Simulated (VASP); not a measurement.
Band structure of NiSb (NiAs type). Method: PBE GGA, VASP's PBE PAW potentials (set 64) (plane waves; VASP).

Unless said otherwise, spin-orbit coupling is left out, though it shifts the bands of the heavy elements here.

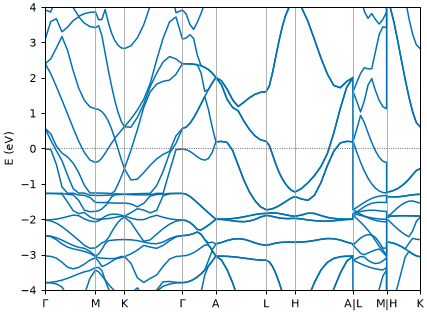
Bands along high-symmetry lines, zero at the valence-band maximum or, without a gap, the Fermi level

Read the plot: is there a gap, and where are the band edges?

It has no gap at this level: it comes out as a metal or semimetal. (Edges off the drawn lines would not show.)

The compound is NiSb in the NiAs type structure. It was relaxed first. The run is not spin-polarised, so no magnetic state was tried.
